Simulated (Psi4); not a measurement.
## Frequency calculation of HF (part 2 of 4)

The same run, continued: HF, SMILES F; M06-L/aug-pcseg-3, RKS (Psi4 1.11). The geometry was optimised with M06-L/aug-pcseg-3.

Geometry of the input (Å):
```
F  -0.3898  0.1445  -0.1963
H  0.3867  -0.1434  0.1947
```

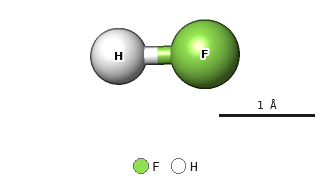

*The structure as given in the input (ball-and-stick view, seen at a tilt).*

**Log, continued**
```
         ------------------------------------------------------------
                                   SCF GRAD
         ------------------------------------------------------------

  ==> Geometry <==

    Molecular point group: c1
    Full point group: C_inf_v

    Geometry (in Bohr), charge = 0, multiplicity = 1:

       Center              X                  Y                   Z               Mass
    ------------   -----------------  -----------------  -----------------  -----------------
         F           -0.000257466907     0.000000000000    -0.087185586216    18.998403162730
         H            0.004853481454     0.000000000000     1.643526270880     1.007825032230

  Nuclear repulsion =    5.200149707195001

   => Molecular Quadrature <=

    Radial Scheme          =       TREUTLER
    Pruning Scheme         =           NONE
    Nuclear Scheme         =       TREUTLER

    Blocking Scheme        =         OCTREE
    BS radius alpha        =              1
    Pruning alpha          =              1
    Radial Points          =             99
    Spherical Points       =            590
    Total Points           =         114648
    Total Blocks           =            911
    Max Points             =            256
    Max Functions          =            134
    Weights Tolerance      =       1.00E-15

  -Total Gradient:
     Atom            X                  Y                   Z
    ------   -----------------  -----------------  -----------------
       1        0.000000007094    -0.000000000000     0.000002402135
       2        0.000000009992    -0.000000000000     0.000003383682

	total time  =         47 seconds =       0.78 minutes

    Psi4 run time: 0:01:35.44

    -----------------------------------------------------------------------
                               Psi4 1.11 release

    h
    h
    h

    -----------------------------------------------------------------------

gradient() will perform analytic gradient computation.

  ==> Geometry <==

    Molecular point group: c1
    Full point group: C_inf_v

    Geometry (in Bohr), charge = 0, multiplicity = 1:

       Center              X                  Y                   Z               Mass
    ------------   -----------------  -----------------  -----------------  -----------------
         F            0.000257466907     0.000000000000    -0.087185586216    18.998403162730
         H           -0.004853481454     0.000000000000     1.643526270880     1.007825032230

  Running in c1 symmetry.

  Rotational constants: A = ************  B =     20.99925  C =     20.99925 [cm^-1]
  Rotational constants: A = ************  B = 629541.82087  C = 629541.82087 [MHz]
  Nuclear repulsion =    5.200149707195001

  Charge       = 0
  Multiplicity = 1
  Electrons    = 10
  Nalpha       = 5
  Nbeta        = 5

  ==> DiskJK: Disk-Based J/K Matrices <==

    J tasked:                  Yes
    K tasked:                   No
    wK tasked:                  No
    Memory [MiB]:             1029
    Schwarz Cutoff:          1E-12

  Cached 10.1% of DFT collocation blocks in 0.104 [GiB].

  Minimum eigenvalue in the overlap matrix is 6.9866850987E-05.
  Reciprocal condition number of the overlap matrix is 1.2016149172E-05.
    Using symmetric orthogonalization.

  ==> Iterations <==

                        Total Energy        Delta E     RMS |[F,P]|

   @RKS iter SAD:  -100.22187255664467   -1.00222e+02   0.00000e+00
   @RKS iter   1:  -100.41641262746774   -1.94540e-01   3.39569e-03 ADIIS/DIIS
   @RKS iter   2:  -100.30343345021079    1.12979e-01   5.73703e-03 ADIIS/DIIS
   @RKS iter   3:  -100.47643247858062   -1.72999e-01   1.52708e-04 ADIIS/DIIS
   @RKS iter   4:  -100.47655399149559   -1.21513e-04   4.96709e-05 DIIS
   @RKS iter   5:  -100.47656559374892   -1.16023e-05   1.02746e-05 DIIS
   @RKS iter   6:  -100.47656614328970   -5.49541e-07   1.04793e-06 DIIS
   @RKS iter   7:  -100.47656615084125   -7.55155e-09   2.44539e-07 DIIS
   @RKS iter   8:  -100.47656615116728   -3.26025e-10   2.38415e-08 DIIS
   @RKS iter   9:  -100.47656615117171   -4.43379e-12   2.50780e-09 DIIS
  Energy and wave function converged.

  ==> Post-Iterations <==

   Electrons on quadrature grid:
      Ntotal   =    9.9999999994 ; deviation = -6.093e-10

    Final Occupation by Irrep:
              A
    DOCC [     5 ]
    NA   [     5 ]
    NB   [     5 ]

  @RKS Final Energy:  -100.47656615117171

   => Energetics <=

    Nuclear Repulsion Energy =              5.2001497071950009
    One-Electron Energy =                -150.5911743490558479
    Two-Electron Energy =                  55.7404851709153348
    DFT Exchange-Correlation Energy =     -10.8260266802261995
    Empirical Dispersion Energy =           0.0000000000000000
    VV10 Nonlocal Energy =                  0.0000000000000000
    Total Energy =                       -100.4765661511717099

Computation Completed

Properties will be evaluated at   0.000000,   0.000000,   0.000000 [a0]

Properties computed using the SCF density matrix

 Multipole Moments:

 ------------------------------------------------------------------------------------
     Multipole            Electronic (a.u.)      Nuclear  (a.u.)        Total (a.u.)
 ------------------------------------------------------------------------------------

 L = 1.  Multiply by 2.5417464519 to convert [e a0] to [Debye]
 Dipole X            :          0.0004914           -0.0025363           -0.0020449
 Dipole Y            :         -0.0000000            0.0000000           -0.0000000
 Dipole Z            :         -0.1664037            0.8588560            0.6924523
 Magnitude           :                                                    0.6924553

 ------------------------------------------------------------------------------------

	total time  =         51 seconds =       0.85 minutes

         ------------------------------------------------------------
                                   SCF GRAD
         ------------------------------------------------------------

  ==> Geometry <==

    Molecular point group: c1
    Full point group: C_inf_v

    Geometry (in Bohr), charge = 0, multiplicity = 1:

       Center              X                  Y                   Z               Mass
    ------------   -----------------  -----------------  -----------------  -----------------
         F            0.000257466907     0.000000000000    -0.087185586216    18.998403162730
         H           -0.004853481454     0.000000000000     1.643526270880     1.007825032230

  Nuclear repulsion =    5.200149707195001

   => Molecular Quadrature <=

    Radial Scheme          =       TREUTLER
    Pruning Scheme         =           NONE
    Nuclear Scheme         =       TREUTLER

    Blocking Scheme        =         OCTREE
    BS radius alpha        =              1
    Pruning alpha          =              1
    Radial Points          =             99
    Spherical Points       =            590
    Total Points           =         114648
    Total Blocks           =            911
    Max Points             =            256
    Max Functions          =            134
    Weights Tolerance      =       1.00E-15

  -Total Gradient:
     Atom            X                  Y                   Z
    ------   -----------------  -----------------  -----------------
       1       -0.000000007094     0.000000000000     0.000002402135
       2       -0.000000009992    -0.000000000000     0.000003383682

	total time  =         58 seconds =       0.97 minutes

    Psi4 run time: 0:01:49.10

    -----------------------------------------------------------------------
                               Psi4 1.11 release

    h
    h
    h

    -----------------------------------------------------------------------

gradient() will perform analytic gradient computation.

  ==> Geometry <==

    Molecular point group: c1
    Full point group: C_inf_v

    Geometry (in Bohr), charge = 0, multiplicity = 1:

       Center              X                  Y                   Z               Mass
    ------------   -----------------  -----------------  -----------------  -----------------
         F            0.000000000000    -0.000257466907    -0.087185586216    18.998403162730
         H            0.000000000000     0.004853481454     1.643526270880     1.007825032230

  Running in c1 symmetry.

  Rotational constants: A = ************  B =     20.99925  C =     20.99925 [cm^-1]
  Rotational constants: A = ************  B = 629541.82087  C = 629541.82087 [MHz]
  Nuclear repulsion =    5.200149707195001

  Charge       = 0
  Multiplicity = 1
  Electrons    = 10
  Nalpha       = 5
  Nbeta        = 5

   => Molecular Quadrature <=

    Radial Scheme          =       TREUTLER
    Pruning Scheme         =           NONE
    Nuclear Scheme         =       TREUTLER

    Blocking Scheme        =         OCTREE
    BS radius alpha        =              1
    Pruning alpha          =              1
    Radial Points          =             99
    Spherical Points       =            590
    Total Points           =         114648
    Total Blocks           =            919
    Max Points             =            256
    Max Functions          =            134
    Weights Tolerance      =       1.00E-15

  ==> DiskJK: Disk-Based J/K Matrices <==

    J tasked:                  Yes
    K tasked:                   No
    wK tasked:                  No
    Memory [MiB]:             1029
    Schwarz Cutoff:          1E-12

  Cached 10.0% of DFT collocation blocks in 0.105 [GiB].

  Minimum eigenvalue in the overlap matrix is 6.9866850987E-05.
  Reciprocal condition number of the overlap matrix is 1.2016149172E-05.
    Using symmetric orthogonalization.

  ==> Iterations <==

                        Total Energy        Delta E     RMS |[F,P]|

   @RKS iter SAD:  -100.22187255664474   -1.00222e+02   0.00000e+00
   @RKS iter   1:  -100.41641262746791   -1.94540e-01   3.39569e-03 ADIIS/DIIS
   @RKS iter   2:  -100.30343345021107    1.12979e-01   5.73703e-03 ADIIS/DIIS
   @RKS iter   3:  -100.47643247858063   -1.72999e-01   1.52708e-04 ADIIS/DIIS
   @RKS iter   4:  -100.47655399149596   -1.21513e-04   4.96709e-05 DIIS
   @RKS iter   5:  -100.47656559374911   -1.16023e-05   1.02746e-05 DIIS
   @RKS iter   6:  -100.47656614329004   -5.49541e-07   1.04793e-06 DIIS
   @RKS iter   7:  -100.47656615084172   -7.55168e-09   2.44539e-07 DIIS
   @RKS iter   8:  -100.47656615116742   -3.25699e-10   2.38415e-08 DIIS
   @RKS iter   9:  -100.47656615117174   -4.32010e-12   2.50780e-09 DIIS
  Energy and wave function converged.

  ==> Post-Iterations <==

   Electrons on quadrature grid:
      Ntotal   =    9.9999999994 ; deviation = -6.093e-10

    Final Occupation by Irrep:
              A
    DOCC [     5 ]
    NA   [     5 ]
    NB   [     5 ]

  @RKS Final Energy:  -100.47656615117174

   => Energetics <=

    Nuclear Repulsion Energy =              5.2001497071950009
    One-Electron Energy =                -150.5911743490538584
    Two-Electron Energy =                  55.7404851709129048
    DFT Exchange-Correlation Energy =     -10.8260266802257927
    Empirical Dispersion Energy =           0.0000000000000000
    VV10 Nonlocal Energy =                  0.0000000000000000
    Total Energy =                       -100.4765661511717383

Computation Completed

Properties will be evaluated at   0.000000,   0.000000,   0.000000 [a0]

Properties computed using the SCF density matrix

 Multipole Moments:

 ------------------------------------------------------------------------------------
     Multipole            Electronic (a.u.)      Nuclear  (a.u.)        Total (a.u.)
 ------------------------------------------------------------------------------------

 L = 1.  Multiply by 2.5417464519 to convert [e a0] to [Debye]
 Dipole X            :         -0.0000000            0.0000000           -0.0000000
 Dipole Y            :         -0.0004914            0.0025363            0.0020449
 Dipole Z            :         -0.1664037            0.8588560            0.6924523
 Magnitude           :                                                    0.6924553

 ------------------------------------------------------------------------------------

	total time  =         55 seconds =       0.92 minutes

         ------------------------------------------------------------
                                   SCF GRAD
         ------------------------------------------------------------

  ==> Geometry <==

    Molecular point group: c1
    Full point group: C_inf_v

    Geometry (in Bohr), charge = 0, multiplicity = 1:

       Center              X                  Y                   Z               Mass
    ------------   -----------------  -----------------  -----------------  -----------------
         F            0.000000000000    -0.000257466907    -0.087185586216    18.998403162730
         H            0.000000000000     0.004853481454     1.643526270880     1.007825032230

  Nuclear repulsion =    5.200149707195001

   => Molecular Quadrature <=

    Radial Scheme          =       TREUTLER
    Pruning Scheme         =           NONE
    Nuclear Scheme         =       TREUTLER

    Blocking Scheme        =         OCTREE
    BS radius alpha        =              1
    Pruning alpha          =              1
    Radial Points          =             99
    Spherical Points       =            590
    Total Points           =         114648
    Total Blocks           =            919
    Max Points             =            256
    Max Functions          =            134
    Weights Tolerance      =       1.00E-15

  -Total Gradient:
     Atom            X                  Y                   Z
    ------   -----------------  -----------------  -----------------
       1        0.000000000000     0.000000007094     0.000002402135
       2       -0.000000000000     0.000000009992     0.000003383682

	total time  =         48 seconds =       0.80 minutes

    Psi4 run time: 0:01:43.27

    -----------------------------------------------------------------------
                               Psi4 1.11 release

    h
    h
    h

    -----------------------------------------------------------------------

gradient() will perform analytic gradient computation.

  ==> Geometry <==

    Molecular point group: c1
    Full point group: C_inf_v

    Geometry (in Bohr), charge = 0, multiplicity = 1:

       Center              X                  Y                   Z               Mass
    ------------   -----------------  -----------------  -----------------  -----------------
         F            0.000000000000     0.000257466907    -0.087185586216    18.998403162730
         H            0.000000000000    -0.004853481454     1.643526270880     1.007825032230

  Running in c1 symmetry.

  Rotational constants: A = ************  B =     20.99925  C =     20.99925 [cm^-1]
  Rotational constants: A = ************  B = 629541.82087  C = 629541.82087 [MHz]
  Nuclear repulsion =    5.200149707195001

  Charge       = 0
  Multiplicity = 1
  Electrons    = 10
  Nalpha       = 5
  Nbeta        = 5

  ==> DiskJK: Disk-Based J/K Matrices <==

    J tasked:                  Yes
    K tasked:                   No
    wK tasked:                  No
    Memory [MiB]:             1029
    Schwarz Cutoff:          1E-12

  Cached 10.0% of DFT collocation blocks in 0.111 [GiB].

  Minimum eigenvalue in the overlap matrix is 6.9866850987E-05.
  Reciprocal condition number of the overlap matrix is 1.2016149172E-05.
    Using symmetric orthogonalization.

  ==> Iterations <==

                        Total Energy        Delta E     RMS |[F,P]|

   @RKS iter SAD:  -100.22187255664497   -1.00222e+02   0.00000e+00
   @RKS iter   1:  -100.41641262746799   -1.94540e-01   3.39569e-03 ADIIS/DIIS
   @RKS iter   2:  -100.30343345021097    1.12979e-01   5.73703e-03 ADIIS/DIIS
   @RKS iter   3:  -100.47643247858092   -1.72999e-01   1.52708e-04 ADIIS/DIIS
   @RKS iter   4:  -100.47655399149595   -1.21513e-04   4.96709e-05 DIIS
   @RKS iter   5:  -100.47656559374906   -1.16023e-05   1.02746e-05 DIIS
   @RKS iter   6:  -100.47656614329030   -5.49541e-07   1.04793e-06 DIIS
   @RKS iter   7:  -100.47656615084165   -7.55135e-09   2.44539e-07 DIIS
   @RKS iter   8:  -100.47656615116772   -3.26068e-10   2.38415e-08 DIIS
   @RKS iter   9:  -100.47656615117235   -4.63274e-12   2.50780e-09 DIIS
  Energy and wave function converged.

  ==> Post-Iterations <==

   Electrons on quadrature grid:
      Ntotal   =    9.9999999994 ; deviation = -6.091e-10

    Final Occupation by Irrep:
              A
    DOCC [     5 ]
    NA   [     5 ]
    NB   [     5 ]

  @RKS Final Energy:  -100.47656615117235

   => Energetics <=

    Nuclear Repulsion Energy =              5.2001497071950009
    One-Electron Energy =                -150.5911743490551942
    Two-Electron Energy =                  55.7404851709137787
    DFT Exchange-Correlation Energy =     -10.8260266802259455
    Empirical Dispersion Energy =           0.0000000000000000
    VV10 Nonlocal Energy =                  0.0000000000000000
    Total Energy =                       -100.4765661511723494

Computation Completed

Properties will be evaluated at   0.000000,   0.000000,   0.000000 [a0]

Properties computed using the SCF density matrix

 Multipole Moments:

 ------------------------------------------------------------------------------------
     Multipole            Electronic (a.u.)      Nuclear  (a.u.)        Total (a.u.)
```
